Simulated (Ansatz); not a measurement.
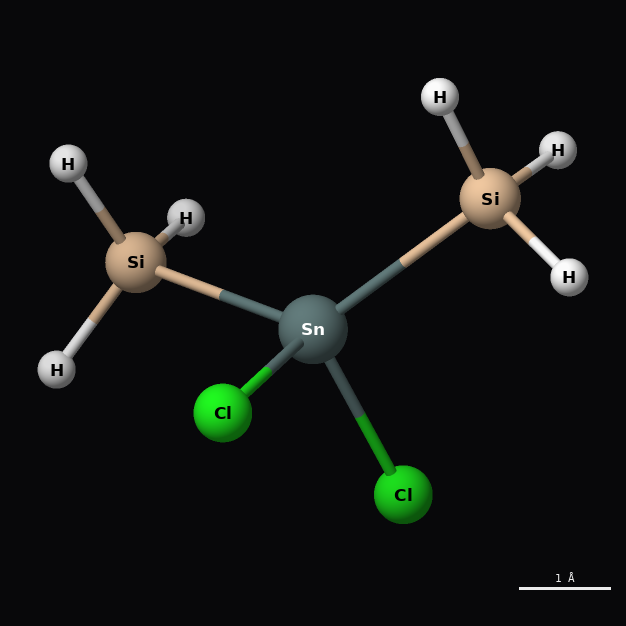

Ball-and-stick drawing of a structure.

The geometry was computed by an optimisation with PBE0-D4/def2-TZVP.

> What is the molecular formula?

Cl₂H₆Si₂Sn, 11 atoms: 2 chlorine, 6 hydrogen, 2 silicon and 1 tin.

> How many bonds of each kind are drawn?

6 Si–H, 2 Si–Sn, 2 Cl–Sn.

> Name some functional groups or characteristic bonds that it holds.

Among them: Si–H bond.

More results for the same structure follow; atom numbers are the same in all pictures, views and colours differ.

**Dipole moment**

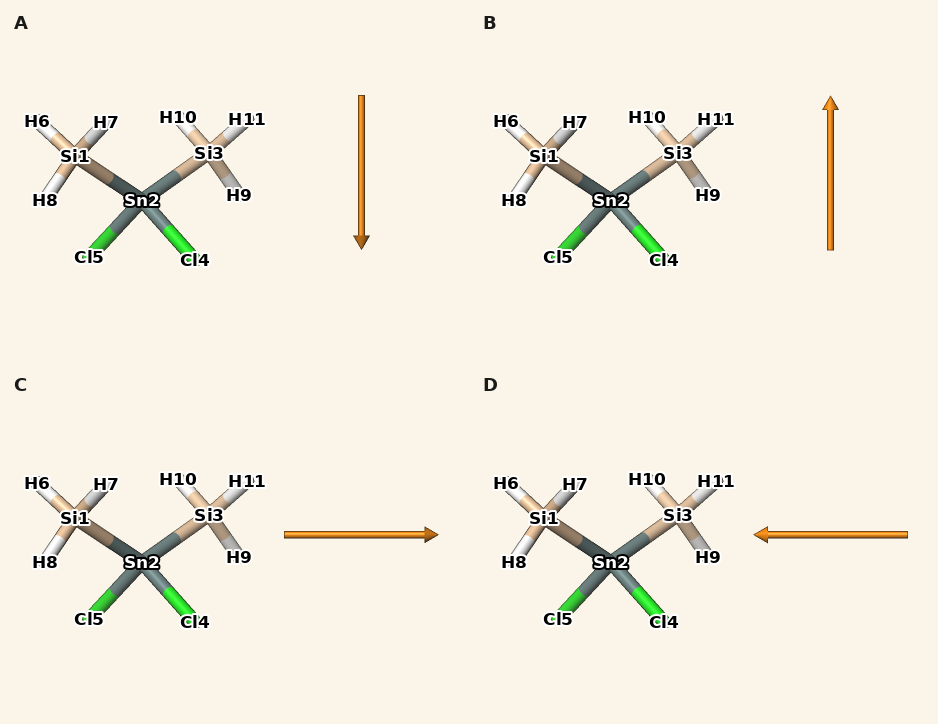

The same molecule four times, each with an arrow. Method: RKS ωB97M-V/def2-TZVPP, core potentials on Sn (Ansatz 0.2.0).

> Which arrow points along the dipole moment, from the negative to the positive end?

B. The dipole moment is 3.66 D; it points from the side of Cl4, Cl5 to the side of H6, H7, H10, H11 (the outermost atoms at the two ends).

**Vibrations**

Harmonic vibrations computed with RKS PBE0-D4/def2-TZVP, core potentials on Sn (Ansatz 0.2.0) at a stationary point of the same level.

> How many vibrational modes are there, and where do they lie?

27 modes: 61, 67, 69, 74, 74, 99, 111, 279, 327, 360, 360, 460, 475, 493, 498, 820, 852, 928, 931, 931, 933, 2227, 2230, 2248, 2249, 2259, 2259 cm⁻¹.

**Charges**

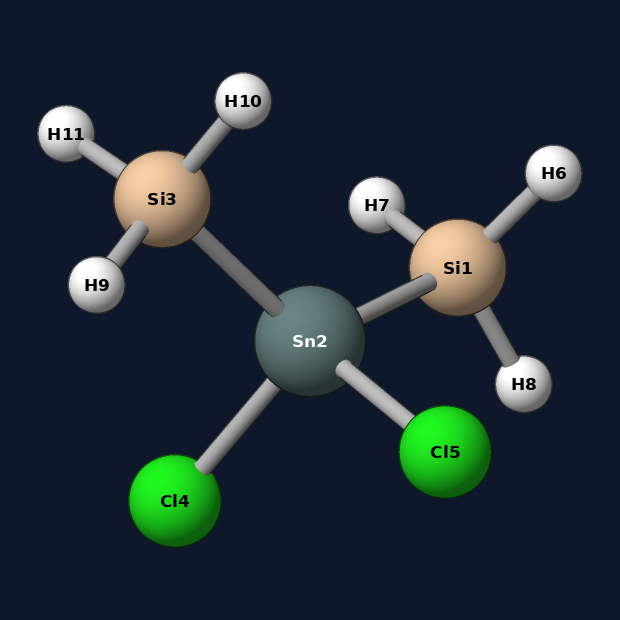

The questions are on Mulliken charges. Method: RKS r2SCAN-D4/def2-TZVPP, core potentials on Sn (Ansatz 0.2.0).

> Which atom carries the highest charge (most positive or least negative)?

Sn2 (0.78 e).

> And the lowest?

Cl4, Cl5 (−0.38 e).

List the Mulliken charges.

| atom | value (e) |
| --- | --- |
| Si1 | 0.10 |
| Sn2 | 0.78 |
| Si3 | 0.10 |
| Cl4 | −0.38 |
| Cl5 | −0.38 |
| H6 | −0.04 |
| H7 | −0.04 |
| H8 | −0.03 |
| H9 | −0.03 |
| H10 | −0.04 |
| H11 | −0.04 |

Mulliken values depend strongly on the basis set and can even reverse the polarity of a bond.
